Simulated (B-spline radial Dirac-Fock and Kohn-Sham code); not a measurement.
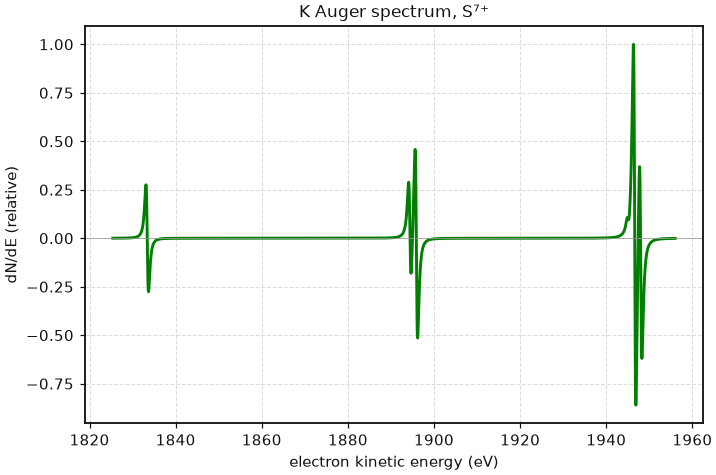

Auger groups that fill a K (1s) hole, broadened by 1.0 eV full width and differentiated. Kinetic energies count from the vacuum level; very weak lines are left out. System: the ion S⁷⁺, configuration [He] 2s2 2p5. Method: independent-particle Coulomb rates on relativistic LDA orbitals, configuration-average energies from Dirac–Fock (computed with a radial B-spline solver).

### How wide is the K level from this decay?

The non-radiative width is 0.380 eV.

### Which group is strongest?

K-L2L3 at 1.947 keV, 37 % of the non-radiative width.
